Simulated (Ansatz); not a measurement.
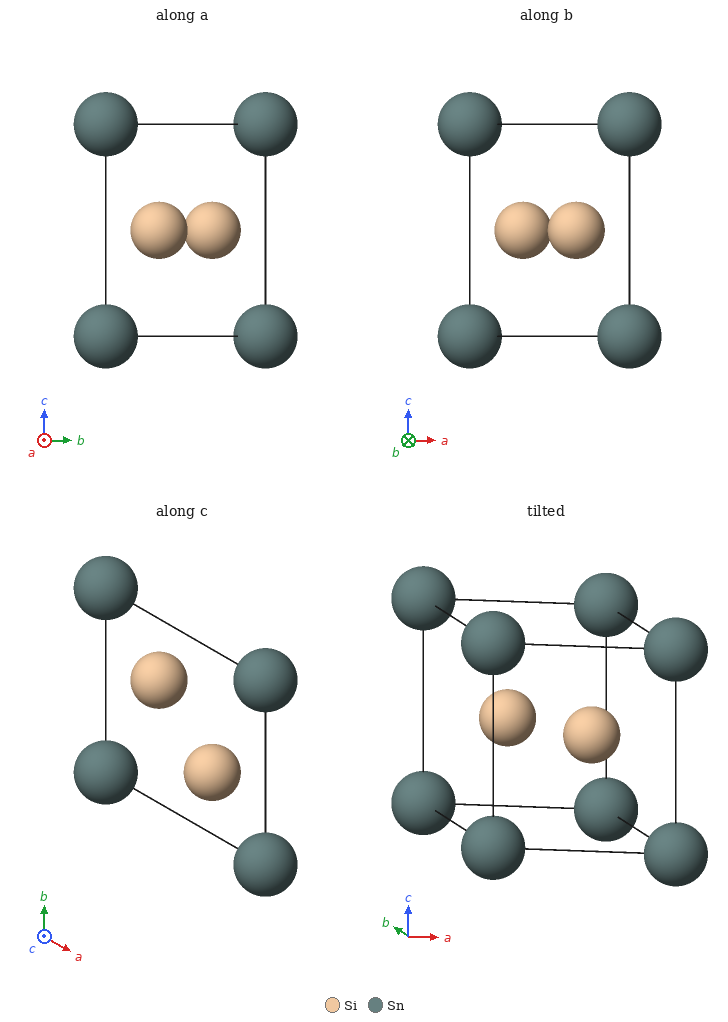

Shown here is a spheres-only view of the crystal, taken along the a axis, along the b axis, along the c axis and slightly off an axis. The edges of the conventional unit cell are marked.

Lattice parameters: a = 3.746 Å, b = 3.746 Å, c = 4.309 Å, α = 90.00°, β = 90.00°, γ = 120.00°. Put a along x and b in the xy plane.

Question: Set out the cell and atoms as a POSCAR file.

Answer:
```
Si Sn
1.0
     3.746    0.000    0.000
    -1.873    3.244    0.000
     0.000    0.000    4.309
Si Sn
2 1
Direct
  0.3333 0.6667 0.5000
  0.6667 0.3333 0.5000
  0.0000 0.0000 0.0000
```

The model is a generated cell, made by putting these elements into a known structure type (the compound may or may not exist in this form); its atoms and cell weren't optimised. It went into a calculation with Ansatz.

At this level of theory the cell isn't at rest (compressed, at 22 GPa), so its distances can differ from those at equilibrium, the more so the softer the solid.
